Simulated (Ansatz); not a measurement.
BH (SMILES [BH])

```xyz
2

B     0.0000    0.0000    0.0000
H     0.0000    0.0000    1.2324
```

Geometry: measured bond length.

Method: isolated molecule in a Gaussian basis; Hartree-Fock (Ansatz).

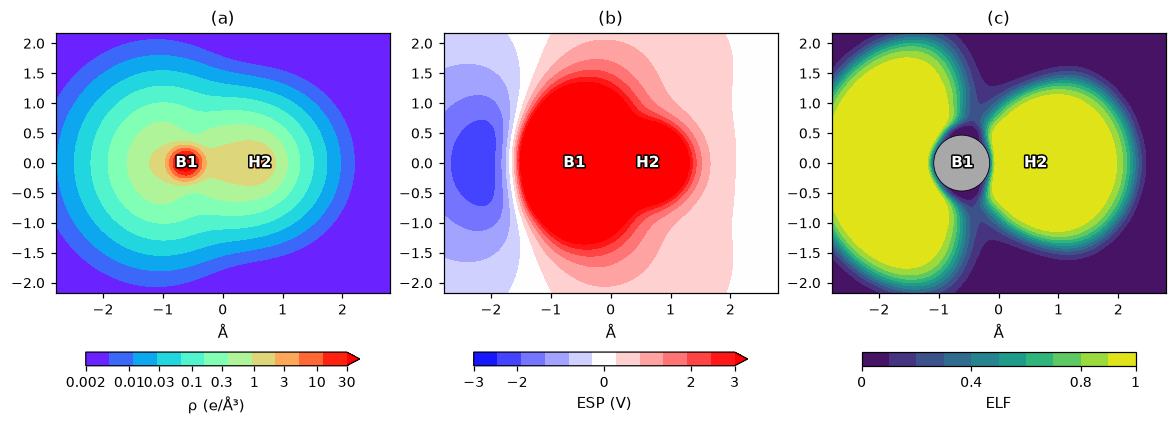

Figure 1. (a) electron density; (b) electrostatic potential; (c) ELF on a plane that holds the molecular axis. Grey discs cover the atomic cores in the ELF map.

Question: Interpret the plot.

Answer: Atoms in the plane: B and H.
B–H (1.23 Å): ρ at the midpoint is about 1.2 e/Å³; the ELF peaks at about 1 between the atoms; an ordinary covalent bond to hydrogen.
The ELF also peaks beside B1, away from the bonds: lone-pair regions.
Outside the dense part of the molecule the potential is most negative (−2.4 V) near H2.

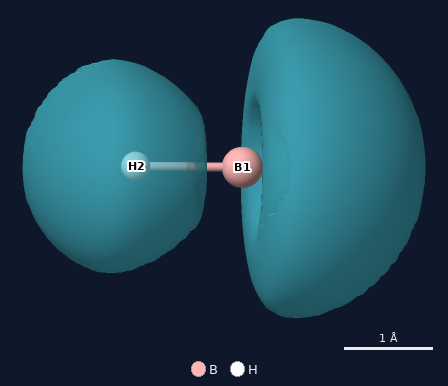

Figure 2. Isosurface of the electron localisation function at 0.75 (cyan), seen from one side. Only the valence region is drawn (cores and ρ < 0.01 e/Å³ removed).

Question: Where are the electrons localised?

Answer: The surface consists of one region around a hydrogen nucleus and one lobe on B, pointing away from the bonds (lone pairs).

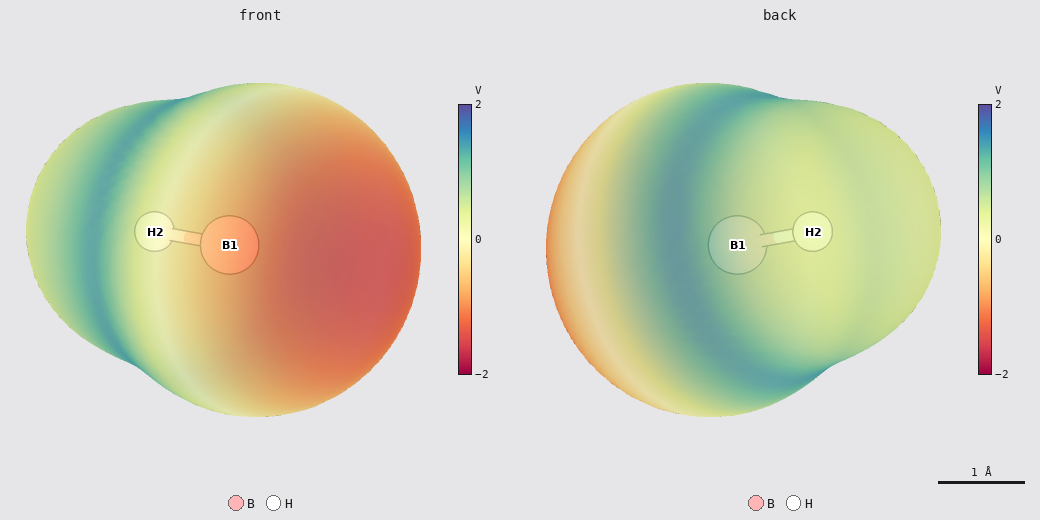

Figure 3. The electrostatic potential painted on the density surface at 0.001 e/bohr³, seen from the front and from behind; the colour scale runs from red (negative) to blue (positive).

Question: Where is the surface potential most negative and most positive?

Answer: The most negative region (about −1.5 V) lies over H2, the most positive (about +1.4 V) over B1.

Question: What dipole moment does the calculation give?

Answer: Its dipole moment is 1.81 D.

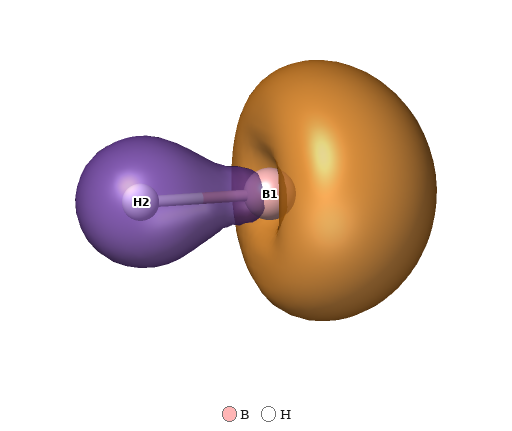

Figure 4. The HOMO at ±0.2 Å⁻³ᐟ² (orange and purple are the two phases), seen from one side.

Question: What is the character of this orbital?

Answer: By Hirshfeld shares it lies mainly on B1 (about 90 %) and H2 (about 10 %); it is of σ type. Its energy is −9.40 eV.
